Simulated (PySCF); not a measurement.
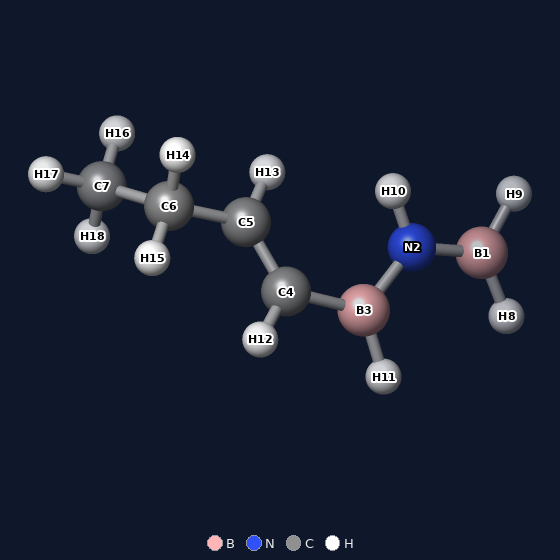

Geometry used (C₄H₁₁B₂N, SMILES BNB/C=C/CC).

Kohn-Sham orbital energies near the frontier, B3LYP/def2-SVPD, PySCF 2.14.0, at a GFN2-xTB geometry (no frequency check), isolated molecule; empty levels in grey, levels within 0.03 eV side by side.

Question: Where do the frontier orbitals lie?

Answer: HOMO at −7.44 eV, LUMO at −1.70 eV, 5.75 eV apart.

Question: On which atoms do HOMO and LUMO mostly sit?

Answer: HOMO: C4 34 %, C5 30 %, N2 8 %. LUMO: B3 25 %, C5 19 %, B1 14 % (Löwdin shares).

Question: List the levels with the atoms that carry most of them (a dash for levels above zero or within 0.03 eV of another, where shares mean little).

Answer:
| orbital | energy (eV) | Löwdin shares |
| --- | --- | --- |
| LUMO+1 | −0.19 | B1 36 %, N2 16 %, C4 10 % |
| LUMO | −1.70 | B3 25 %, C5 19 %, B1 14 % |
| HOMO | −7.44 | C4 34 %, C5 30 %, N2 8 % |
| HOMO−1 | −8.62 | C4 19 %, B3 19 %, B1 11 % |
| HOMO−2 | −8.91 | B1 28 %, H8/H9 16 % each |

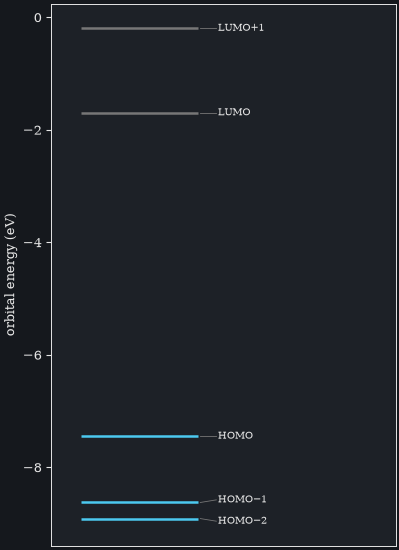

Known limits of this run: the tight-binding geometry is rougher than a DFT one and adds to the error; one conformer of a flexible molecule; empty levels above zero depend strongly on the basis.
